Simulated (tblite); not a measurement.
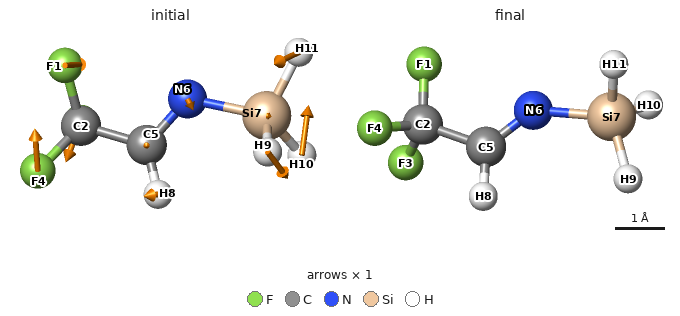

The structure of C2H4F3NSi before (left) and after (right) a relaxation, at one scale. The orange arrows give the displacements, at their true length.

Style: ball-and-stick. Shown at a tilt.

Computed with GFN2-xTB geometry optimisation, gas phase (tblite 0.8.0). 

> Describe what moved and what it gained.

The largest move after the best rigid fit is that of H10, 1.07 Å. By element the largest moves are H 1.07 Å, F 1.05 Å, N 0.27 Å, Si 0.11 Å, C 0.08 Å. Among the contacts that change: F1–C2 1.387 → 1.330 Å, N6–Si7 1.775 → 1.731 Å, C2–F4 1.387 → 1.345 Å, C5–N6 1.280 → 1.239 Å. Bond angles that change, for instance: C5–N6–Si7 119.4° → 134.9°, C2–C5–H8 121.7° → 112.1°, N6–Si7–H10 110.8° → 101.5°. Groups turn about N6–Si7 by about 50°, C2–C5 by about 35°. After 122 geometry steps the energy has fallen by 46.1 kJ/mol. The run took 0.49 s on 1 thread of Arm Neoverse V2, with other jobs on the host.
